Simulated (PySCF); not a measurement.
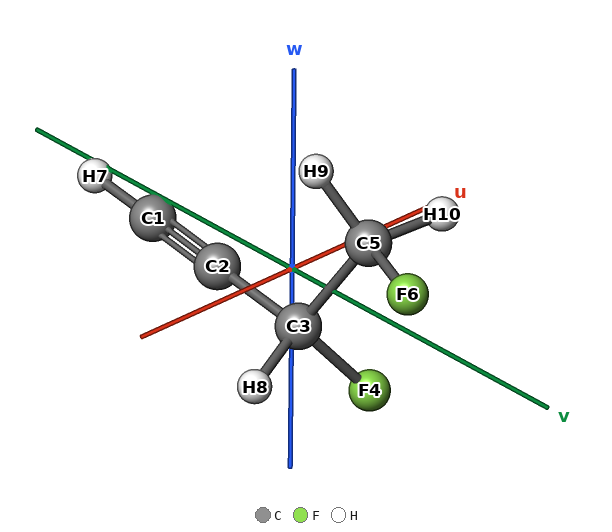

The lines u, v and w are the principal axes of the static dipole polarisability. The geometry was computed by an optimisation with GFN2-xTB. No frequency run is at hand to confirm it as a minimum. Level of theory: CAM-B3LYP/def2-SVPD (PySCF 2.14.0).

Question. Along which axis is the molecule most polarisable, and along which least?

Answer. Most along v (nearly parallel to the C1–C2 bond), least along u.

Question. Give the three principal values.

Answer. u 39.1, v 63.3, w 41.4 bohr³; mean 47.9, anisotropy 23.1 bohr³.
